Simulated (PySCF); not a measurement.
# Sulfuryl fluoride (SO2F2): electronic excitations at several levels of theory, part 2 of 2

PySCF 2.14.0. Atoms count from 0. The steps go on from the part before.

## Step 9: Ultraviolet spectrum: CAM-B3LYP/def2-SVPD

The job: settings as JSON, then the geometry in Å.

```
{"job": {"kind": "uv", "xc": "CAM-B3LYP", "basis": "def2-SVPD", "ip": true}, "charge": 0, "multiplicity": 1}
O     -0.347937    -0.362147     1.421549
S     -0.061405    -0.149824     0.042903
O     -0.245894    -1.098279    -1.003336
F      1.406364     0.412477    -0.066417
F     -0.751126     1.197787    -0.394693
```

With the program's defaults for keys left out, this is: TDDFT CAM-B3LYP/def2-SVPD, vertical, gas phase, core orbitals frozen in the response.

Output:

```text
coarse grid: 5968 points
cycle   1  E = -747.4221661458  dE =  1.610e+00  |g| = 1.232e+00  |ddm| = 2.902e+00
cycle   2  E = -747.1068887251  dE =  3.153e-01  |g| = 1.850e+00  |ddm| = 2.616e+00
cycle   3  E = -747.7053257579  dE = -5.984e-01  |g| = 1.705e-01  |ddm| = 1.617e+00
cycle   4  E = -747.7096427461  dE = -4.317e-03  |g| = 6.387e-02  |ddm| = 1.446e-01
cycle   5  E = -747.7102821989  dE = -6.395e-04  |g| = 6.566e-03  |ddm| = 3.995e-02
cycle   6  E = -747.7102899335  dE = -7.735e-06  |g| = 1.265e-03  |ddm| = 5.755e-03
final grid: 57376 points
cycle   7  E = -747.8030024025  dE = -5.616e-06  |g| = 2.245e-03  |ddm| = 1.136e-02
cycle   8  E = -747.8030020527  dE =  3.498e-07  |g| = 2.783e-03  |ddm| = 3.421e-03
cycle   9  E = -747.8030032454  dE = -1.193e-06  |g| = 9.926e-05  |ddm| = 1.704e-03
cycle  10  E = -747.8030032476  dE = -2.178e-09  |g| = 8.917e-05  |ddm| = 1.789e-04
cycle  11  E = -747.8030032490  dE = -1.401e-09  |g| = 3.143e-05  |ddm| = 9.932e-05
cycle  12  E = -747.8030032492  dE = -2.105e-10  |g| = 5.929e-06  |ddm| = 2.892e-05
converged SCF energy = -747.8030032492

Static polarisability (au): isotropic 28.985, principal 26.697 28.489 31.768

Singlet excitations
state   eV       nm        f      main configurations
  1   7.9805    155.4   0.00241   H->L 0.90
  2   8.3193    149.0   0.00000   H-1->L 0.88
  3   8.5798    144.5   0.00000   H->L+1 0.91
  4   9.4543    131.1   0.00899   H-1->L+1 0.59, H->L+2 0.20, H->L+6 0.11
  5   9.5421    129.9   0.03963   H-2->L 0.84
  6   9.9115    125.1   0.06389   H-3->L 0.80, H-2->L+1 0.10
  7  10.1371    122.3   0.00000   H-1->L+2 0.62, H-1->L+6 0.25, H-1->L+5 0.08
  8  10.3870    119.4   0.00670   H-3->L+1 0.91
  9  10.4850    118.2   0.05213   H->L+2 0.41, H->L+5 0.20, H-4->L 0.14
 10  10.8607    114.2   0.06236   H-2->L+1 0.61, H-3->L+2 0.10, H-3->L 0.09

Triplet excitations (Tamm-Dancoff, eV): 7.4545 7.8165 8.2154 8.2208
Vertical ionisation energy (delta-SCF) = 13.6988 eV
Vertical electron affinity (delta-SCF) = -0.6317 eV
```

Wall time 27 s (1 thread, shared host).

In short: HOMO -12.37 eV, LUMO -0.20 eV; lowest singlet 7.98 eV.

## Step 10: TDDFT and polarisability: wB97X-D/def2-SVPD

The job: settings as JSON, then the geometry in Å.

```
{"job": {"kind": "uv", "xc": "wB97X-D", "basis": "def2-SVPD", "ip": true}, "charge": 0, "multiplicity": 1}
O     -0.347937    -0.362147     1.421549
S     -0.061405    -0.149824     0.042903
O     -0.245894    -1.098279    -1.003336
F      1.406364     0.412477    -0.066417
F     -0.751126     1.197787    -0.394693
```

With the program's defaults for keys left out, this is: TDDFT wB97X-D/def2-SVPD, vertical, gas phase, core orbitals frozen in the response.

Output:

```text
coarse grid: 5968 points
cycle   1  E = -747.3842840972  dE =  1.604e+00  |g| = 1.247e+00  |ddm| = 2.889e+00
cycle   2  E = -747.1581885291  dE =  2.261e-01  |g| = 1.738e+00  |ddm| = 2.505e+00
cycle   3  E = -747.6795860650  dE = -5.214e-01  |g| = 1.407e-01  |ddm| = 1.488e+00
cycle   4  E = -747.6824348736  dE = -2.849e-03  |g| = 5.878e-02  |ddm| = 1.217e-01
cycle   5  E = -747.6829875153  dE = -5.526e-04  |g| = 6.089e-03  |ddm| = 4.001e-02
cycle   6  E = -747.6829954720  dE = -7.957e-06  |g| = 1.495e-03  |ddm| = 6.194e-03
final grid: 57376 points
cycle   7  E = -747.7722977059  dE = -4.724e-05  |g| = 9.600e-03  |ddm| = 4.672e-02
cycle   8  E = -747.7722920284  dE =  5.677e-06  |g| = 1.183e-02  |ddm| = 1.404e-02
cycle   9  E = -747.7723134488  dE = -2.142e-05  |g| = 6.693e-04  |ddm| = 6.815e-03
cycle  10  E = -747.7723135032  dE = -5.442e-08  |g| = 5.507e-04  |ddm| = 8.932e-04
cycle  11  E = -747.7723135625  dE = -5.928e-08  |g| = 3.577e-05  |ddm| = 6.066e-04
cycle  12  E = -747.7723135630  dE = -4.945e-10  |g| = 1.266e-05  |ddm| = 7.968e-05
converged SCF energy = -747.7723135630

Static polarisability (au): isotropic 28.894, principal 26.623 28.390 31.667

Singlet excitations
state   eV       nm        f      main configurations
  1   8.0744    153.6   0.00217   H->L 0.91
  2   8.4168    147.3   0.00000   H-1->L 0.89
  3   8.6001    144.2   0.00000   H->L+1 0.93
  4   9.5013    130.5   0.01000   H-1->L+1 0.62, H->L+2 0.19, H->L+6 0.12
  5   9.6304    128.7   0.03760   H-2->L 0.85
  6   9.9953    124.0   0.05855   H-3->L 0.79, H-2->L+1 0.12
  7  10.1977    121.6   0.00000   H-1->L+2 0.61, H-1->L+6 0.29
  8  10.4038    119.2   0.00676   H-3->L+1 0.93
  9  10.6121    116.8   0.05365   H->L+2 0.45, H-4->L 0.19, H-1->L+1 0.13
 10  10.9137    113.6   0.06866   H-2->L+1 0.62, H-3->L+2 0.10, H-3->L 0.10

Triplet excitations (Tamm-Dancoff, eV): 7.5758 7.9440 8.2686 8.2919
Vertical ionisation energy (delta-SCF) = 13.6192 eV
```

Run time: 21 s. Hardware: 1 thread, shared host.

In short: HOMO -12.81 eV, LUMO 0.69 eV; lowest singlet 8.07 eV.

## Step 11: TDDFT and polarisability: LC-wPBE/def2-SVPD

The job: settings as JSON, then the geometry in Å.

```
{"job": {"kind": "uv", "xc": "LC-wPBE", "basis": "def2-SVPD", "ip": true}, "charge": 0, "multiplicity": 1}
O     -0.347937    -0.362147     1.421549
S     -0.061405    -0.149824     0.042903
O     -0.245894    -1.098279    -1.003336
F      1.406364     0.412477    -0.066417
F     -0.751126     1.197787    -0.394693
```

Method: TDDFT LC-wPBE/def2-SVPD, vertical, gas phase, core orbitals frozen in the response.

Output:

```text
coarse grid: 5968 points
cycle   1  E = -747.1619892969  dE =  1.631e+00  |g| = 1.247e+00  |ddm| = 2.886e+00
cycle   2  E = -747.0594274022  dE =  1.026e-01  |g| = 1.534e+00  |ddm| = 2.333e+00
cycle   3  E = -747.4594893226  dE = -4.001e-01  |g| = 1.220e-01  |ddm| = 1.299e+00
cycle   4  E = -747.4616711106  dE = -2.182e-03  |g| = 5.061e-02  |ddm| = 9.989e-02
cycle   5  E = -747.4620643308  dE = -3.932e-04  |g| = 8.123e-03  |ddm| = 3.629e-02
cycle   6  E = -747.4620807353  dE = -1.640e-05  |g| = 1.388e-03  |ddm| = 8.467e-03
cycle   7  E = -747.4620815299  dE = -7.946e-07  |g| = 3.079e-04  |ddm| = 2.813e-03
final grid: 57376 points
cycle   8  E = -747.5809447183  dE = -2.809e-05  |g| = 9.956e-03  |ddm| = 2.792e-02
cycle   9  E = -747.5809385536  dE =  6.165e-06  |g| = 1.134e-02  |ddm| = 1.135e-02
cycle  10  E = -747.5809584185  dE = -1.986e-05  |g| = 8.584e-04  |ddm| = 6.571e-03
cycle  11  E = -747.5809585016  dE = -8.302e-08  |g| = 3.207e-04  |ddm| = 7.197e-04
cycle  12  E = -747.5809585228  dE = -2.124e-08  |g| = 1.064e-04  |ddm| = 4.662e-04
cycle  13  E = -747.5809585263  dE = -3.498e-09  |g| = 1.690e-05  |ddm| = 1.439e-04
cycle  14  E = -747.5809585264  dE = -1.569e-10  |g| = 4.027e-06  |ddm| = 5.420e-05
converged SCF energy = -747.5809585264

Static polarisability (au): isotropic 28.767, principal 26.478 28.263 31.562

Singlet excitations
state   eV       nm        f      main configurations
  1   8.3663    148.2   0.00191   H->L 0.77, H->L+5 0.16
  2   8.6647    143.1   0.00000   H-1->L 0.34, H->L+1 0.29, H->L+4 0.25
  3   8.7492    141.7   0.00000   H-1->L 0.43, H->L+1 0.22, H->L+4 0.21
  4   9.6242    128.8   0.01185   H-1->L+1 0.33, H-1->L+4 0.32, H->L+6 0.15
  5   9.8944    125.3   0.03361   H-2->L 0.70, H-2->L+5 0.20
  6  10.3081    120.3   0.05518   H-3->L 0.64, H-3->L+5 0.12, H-2->L+1 0.08
  7  10.3468    119.8   0.00000   H-1->L+6 0.43, H-1->L+5 0.30, H-1->L+2 0.17
  8  10.5747    117.2   0.00789   H-3->L+1 0.50, H-3->L+4 0.44
  9  10.8555    114.2   0.07253   H->L+5 0.38, H-4->L 0.13, H->L+2 0.11
 10  11.1134    111.6   0.08326   H-2->L+1 0.31, H-2->L+4 0.29, H-3->L+6 0.14

Triplet excitations (Tamm-Dancoff, eV): 7.7659 8.1195 8.3280 8.3390
Vertical ionisation energy (delta-SCF) = 13.8578 eV
```

Run time: 28 s. Hardware: 1 thread, shared host.

This run: HOMO -13.69 eV, LUMO 1.03 eV; lowest singlet 8.37 eV.

## Step 12: Ultraviolet spectrum: PBE0/6-31G*

The job: settings as JSON, then the geometry in Å.

```
{"job": {"kind": "uv", "xc": "PBE0", "basis": "6-31G*"}, "charge": 0, "multiplicity": 1}
O     -0.347937    -0.362147     1.421549
S     -0.061405    -0.149824     0.042903
O     -0.245894    -1.098279    -1.003336
F      1.406364     0.412477    -0.066417
F     -0.751126     1.197787    -0.394693
```

Method: TDDFT PBE0/6-31G*, vertical, gas phase, core orbitals frozen in the response.

Output:

```text
coarse grid: 5968 points
cycle   1  E = -747.5075651003  dE =  1.577e+00  |g| = 1.198e+00  |ddm| = 2.858e+00
cycle   2  E = -746.9509591288  dE =  5.566e-01  |g| = 2.114e+00  |ddm| = 2.499e+00
cycle   3  E = -747.7676153319  dE = -8.167e-01  |g| = 2.305e-01  |ddm| = 1.717e+00
cycle   4  E = -747.7758513556  dE = -8.236e-03  |g| = 7.646e-02  |ddm| = 1.962e-01
cycle   5  E = -747.7768184589  dE = -9.671e-04  |g| = 5.366e-03  |ddm| = 4.600e-02
cycle   6  E = -747.7768245829  dE = -6.124e-06  |g| = 1.317e-03  |ddm| = 6.473e-03
final grid: 57376 points
cycle   7  E = -747.7527211084  dE = -1.323e-05  |g| = 4.654e-03  |ddm| = 1.362e-02
cycle   8  E = -747.7527176930  dE =  3.415e-06  |g| = 6.392e-03  |ddm| = 7.316e-03
cycle   9  E = -747.7527249305  dE = -7.238e-06  |g| = 1.362e-03  |ddm| = 4.920e-03
cycle  10  E = -747.7527252751  dE = -3.446e-07  |g| = 4.781e-05  |ddm| = 1.121e-03
cycle  11  E = -747.7527252751  dE = -7.776e-11  |g| = 5.106e-05  |ddm| = 6.577e-05
cycle  12  E = -747.7527252756  dE = -4.488e-10  |g| = 1.290e-05  |ddm| = 4.268e-05
converged SCF energy = -747.7527252756

Static polarisability (au): isotropic 21.934, principal 19.380 21.269 25.152

Singlet excitations
state   eV       nm        f      main configurations
  1   8.0538    153.9   0.00175   H->L 0.99
  2   8.3891    147.8   0.00000   H-1->L 0.98
  3   8.6842    142.8   0.00000   H->L+1 0.99
  4   9.5887    129.3   0.02638   H-2->L 0.93
  5   9.5936    129.2   0.00724   H-1->L+1 0.67, H->L+2 0.31
  6   9.9788    124.2   0.04199   H-3->L 0.83, H-2->L+1 0.14
  7  10.3600    119.7   0.00000   H-1->L+2 0.98
  8  10.4641    118.5   0.00450   H-3->L+1 0.96
  9  10.8112    114.7   0.00283   H-4->L 0.63, H->L+2 0.29
 10  11.0175    112.5   0.05945   H-2->L+1 0.62, H-3->L+2 0.23, H-3->L 0.08

Triplet excitations (Tamm-Dancoff, eV): 7.4793 7.8358 8.2515 8.2812
```

Run time: 3.9 s. Hardware: 1 thread, shared host.

Key values: HOMO -10.44 eV, LUMO -0.32 eV; lowest singlet 8.05 eV.

## Step 13: TDDFT and polarisability: PBE0/def2-SVP

The job: settings as JSON, then the geometry in Å.

```
{"job": {"kind": "uv", "xc": "PBE0", "basis": "def2-SVP"}, "charge": 0, "multiplicity": 1}
O     -0.347937    -0.362147     1.421549
S     -0.061405    -0.149824     0.042903
O     -0.245894    -1.098279    -1.003336
F      1.406364     0.412477    -0.066417
F     -0.751126     1.197787    -0.394693
```

Method: TDDFT PBE0/def2-SVP, vertical, gas phase, core orbitals frozen in the response.

Output:

```text
coarse grid: 5968 points
cycle   1  E = -746.9818840599  dE =  1.574e+00  |g| = 1.251e+00  |ddm| = 2.957e+00
cycle   2  E = -746.3739418407  dE =  6.079e-01  |g| = 2.214e+00  |ddm| = 2.690e+00
cycle   3  E = -747.2622692647  dE = -8.883e-01  |g| = 2.507e-01  |ddm| = 1.835e+00
cycle   4  E = -747.2720797031  dE = -9.810e-03  |g| = 8.419e-02  |ddm| = 2.326e-01
cycle   5  E = -747.2732592137  dE = -1.180e-03  |g| = 5.635e-03  |ddm| = 5.316e-02
cycle   6  E = -747.2732657481  dE = -6.534e-06  |g| = 1.477e-03  |ddm| = 6.834e-03
final grid: 57376 points
cycle   7  E = -747.3650167032  dE = -1.221e-05  |g| = 6.552e-03  |ddm| = 1.757e-02
cycle   8  E = -747.3650061053  dE =  1.060e-05  |g| = 1.004e-02  |ddm| = 1.170e-02
cycle   9  E = -747.3650242528  dE = -1.815e-05  |g| = 1.496e-03  |ddm| = 8.005e-03
cycle  10  E = -747.3650246630  dE = -4.102e-07  |g| = 5.376e-05  |ddm| = 1.304e-03
cycle  11  E = -747.3650246631  dE = -6.435e-11  |g| = 5.802e-05  |ddm| = 7.866e-05
cycle  12  E = -747.3650246636  dE = -5.746e-10  |g| = 1.461e-05  |ddm| = 5.151e-05
converged SCF energy = -747.3650246636

Static polarisability (au): isotropic 20.524, principal 17.799 19.738 24.035

Singlet excitations
state   eV       nm        f      main configurations
  1   8.2075    151.1   0.00125   H->L 0.99
  2   8.5514    145.0   0.00000   H-1->L 0.94
  3   8.6422    143.5   0.00000   H->L+1 0.94
  4   9.5770    129.5   0.00926   H-1->L+1 0.68, H->L+2 0.30
  5   9.7463    127.2   0.02218   H-2->L 0.92
  6  10.1080    122.7   0.02863   H-3->L 0.78, H-2->L+1 0.20
  7  10.3910    119.3   0.00000   H-1->L+2 0.98
  8  10.4276    118.9   0.00564   H-3->L+1 0.95
  9  10.8637    114.1   0.00654   H-4->L 0.61, H->L+2 0.31
 10  11.0629    112.1   0.05753   H-2->L+1 0.57, H-3->L+2 0.26, H-3->L 0.12

Triplet excitations (Tamm-Dancoff, eV): 7.6193 7.9813 8.2153 8.2390
```

It took 3.8 s on 1 thread, shared host.

This run: HOMO -10.56 eV, LUMO -0.27 eV; lowest singlet 8.21 eV.

## Step 14: TDDFT and polarisability: PBE0/def2-TZVP

The job: settings as JSON, then the geometry in Å.

```
{"job": {"kind": "uv", "xc": "PBE0", "basis": "def2-TZVP"}, "charge": 0, "multiplicity": 1}
O     -0.347937    -0.362147     1.421549
S     -0.061405    -0.149824     0.042903
O     -0.245894    -1.098279    -1.003336
F      1.406364     0.412477    -0.066417
F     -0.751126     1.197787    -0.394693
```

Level: TDDFT PBE0/def2-TZVP, vertical, gas phase, core orbitals frozen in the response.

Output:

```text
coarse grid: 5968 points
cycle   1  E = -747.7491200890  dE =  1.507e+00  |g| = 1.215e+00  |ddm| = 2.564e+00
cycle   2  E = -747.1105200187  dE =  6.386e-01  |g| = 2.316e+00  |ddm| = 1.867e+00
cycle   3  E = -747.9884218792  dE = -8.779e-01  |g| = 2.148e-01  |ddm| = 1.284e+00
cycle   4  E = -747.9941362233  dE = -5.714e-03  |g| = 1.036e-01  |ddm| = 1.463e-01
cycle   5  E = -747.9957197168  dE = -1.583e-03  |g| = 8.774e-03  |ddm| = 4.509e-02
cycle   6  E = -747.9957341119  dE = -1.440e-05  |g| = 2.430e-03  |ddm| = 7.619e-03
cycle   7  E = -747.9957351196  dE = -1.008e-06  |g| = 2.596e-04  |ddm| = 1.441e-03
final grid: 57376 points
cycle   8  E = -748.0063722442  dE = -2.548e-05  |g| = 6.247e-03  |ddm| = 1.570e-02
cycle   9  E = -748.0063641576  dE =  8.087e-06  |g| = 9.035e-03  |ddm| = 6.919e-03
cycle  10  E = -748.0063770538  dE = -1.290e-05  |g| = 1.730e-03  |ddm| = 4.941e-03
cycle  11  E = -748.0063775076  dE = -4.537e-07  |g| = 2.573e-04  |ddm| = 1.048e-03
cycle  12  E = -748.0063775169  dE = -9.360e-09  |g| = 1.260e-04  |ddm| = 1.845e-04
cycle  13  E = -748.0063775193  dE = -2.346e-09  |g| = 1.973e-05  |ddm| = 6.218e-05
cycle  14  E = -748.0063775193  dE = -1.501e-11  |g| = 1.716e-05  |ddm| = 1.882e-05
converged SCF energy = -748.0063775193

Static polarisability (au): isotropic 25.157, principal 22.488 24.568 28.415

Singlet excitations
state   eV       nm        f      main configurations
  1   8.1757    151.6   0.00206   H->L 0.99
  2   8.5082    145.7   0.00000   H-1->L 0.98
  3   8.7562    141.6   0.00000   H->L+1 0.99
  4   9.6255    128.8   0.00921   H-1->L+1 0.67, H->L+2 0.31
  5   9.7072    127.7   0.02874   H-2->L 0.94
  6  10.0554    123.3   0.03988   H-3->L 0.86, H-2->L+1 0.11
  7  10.3542    119.7   0.00000   H-1->L+2 0.98
  8  10.5022    118.1   0.00452   H-3->L+1 0.97
  9  10.8334    114.4   0.01286   H-4->L 0.52, H->L+2 0.37, H-1->L+1 0.10
 10  10.9575    113.2   0.04070   H-2->L+1 0.66, H-3->L+2 0.20

Triplet excitations (Tamm-Dancoff, eV): 7.6002 7.9581 8.3094 8.3529
```

It took 12 s on 1 thread, shared host.

Key values: HOMO -10.72 eV, LUMO -0.46 eV; lowest singlet 8.18 eV.

## Step 15: Comparing the runs: electronic excitations

Excitations and ground-state properties, with basis size and wall time:

| run | lowest singlet (eV) | brightest (eV) | f | gap (eV) | α (Å³) | μ (D) | functions | time |
| --- | --- | --- | --- | --- | --- | --- | --- | --- |
| HF/def2-SVPD | 10.02 | 11.56 | 0.106 | 17.03 | 3.83 | 0.96 | 119 | 5.8 s |
| LDA/def2-SVPD | 7.02 | 8.90 | 0.041 | 6.83 | 4.50 | 0.78 | 119 | 19 s |
| PBE/def2-SVPD | 7.03 | 8.88 | 0.045 | 6.87 | 4.51 | 0.78 | 119 | 29 s |
| B3LYP/def2-SVPD | 7.64 | 9.52 | 0.056 | 9.12 | 4.34 | 0.81 | 119 | 24 s |
| PBE0/def2-SVPD | 7.93 | 9.83 | 0.056 | 9.81 | 4.28 | 0.82 | 119 | 19 s |
| BHandHLYP/def2-SVPD | 8.61 | 10.50 | 0.071 | 12.44 | 4.11 | 0.86 | 119 | 19 s |
| CAM-B3LYP/def2-SVPD | 7.98 | 9.91 | 0.064 | 12.17 | 4.30 | 0.83 | 119 | 27 s |
| wB97X-D/def2-SVPD | 8.07 | 10.91 | 0.069 | 13.51 | 4.28 | 0.84 | 119 | 21 s |
| LC-wPBE/def2-SVPD | 8.37 | 11.11 | 0.083 | 14.71 | 4.26 | 0.85 | 119 | 28 s |
| PBE0/6-31G* | 8.05 | 11.02 | 0.059 | 10.12 | 3.25 | 0.93 | 74 | 3.9 s |
| PBE0/def2-SVP | 8.21 | 11.06 | 0.058 | 10.29 | 3.04 | 0.78 | 74 | 3.8 s |
| PBE0/def2-TZVP | 8.18 | 10.96 | 0.041 | 10.26 | 3.73 | 0.88 | 161 | 12 s |

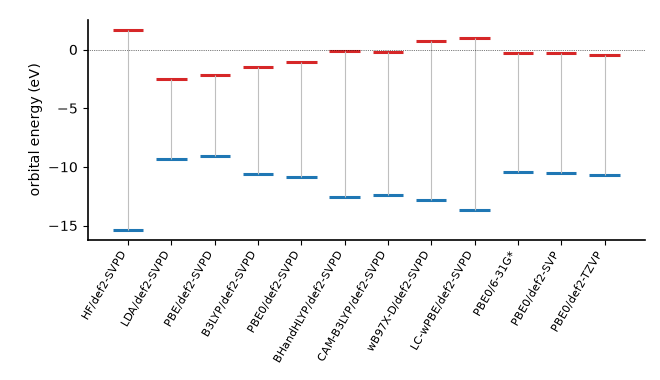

HOMO (blue) and LUMO (red) run by run.

Measured dipole: 1.12 D (gas; NIST CCCBDB Release 22 (SRD 101), experimental dipoles).

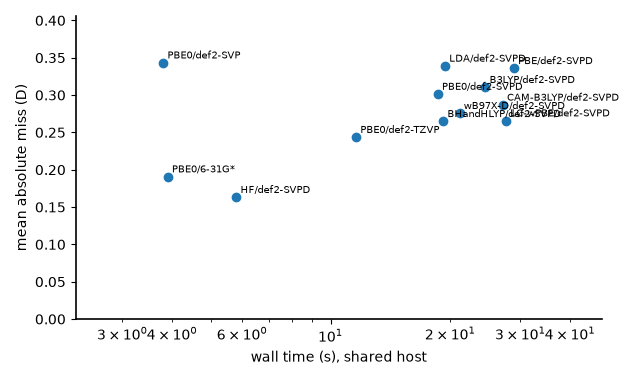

Cost against miss for the measured dipole.

## Step 16: Summary of results

The summary covers parts 1 to 2.

| quantity | value |
| --- | --- |
| point group | C2v |
| rotational constants (main isotopes) | 4.93, 4.86, 4.85 GHz |
| lowest singlet (HF/def2-SVPD) | 10.02 eV (124 nm), f = 0.008 |
| brightest single state of those computed | state 5, 11.56 eV, f = 0.106 |
| lowest triplet | 9.16 eV |
| range of the lowest singlet | 7.02 to 10.02 eV |

In words: Single values in the summary come from the first run of each kind that ended normally (HF/def2-SVPD), which need not be the best level. Relaxing lowered the energy by 0.235 eV in 4 steps; the close pair that moved most is O0–S1, from 1.447 to 1.424 Å. The lowest singlet, at 10.02 eV, is HOMO→LUMO 0.38, HOMO→LUMO+8 0.28 and is weak; of the 10 states computed, the strongest absorption comes from state 5 at 11.56 eV (the last state computed is bright too, and its partners may lie past the list). The lowest triplet lies 0.85 eV below the lowest singlet (triplets in Tamm-Dancoff, singlets in full TDDFT). The dipole moment, 0.96 D, compares with 1.12 D measured (one conformer here). The lowest singlet runs from 7.02 eV (LDA/def2-SVPD) to 10.02 eV (HF/def2-SVPD), while the orbital gap spans 6.83 to 17.03 eV. The lowest state need not be the same one in every run. The runs solved for a few states only, so the brightest column depends on that window. For the measured dipole, HF/def2-SVPD misses least (0.16 D, 5.8 s) and PBE0/def2-SVP most (0.34 D, 3.8 s). One molecule ranks no method: errors cancel, and vibration and temperature are missing from all runs.
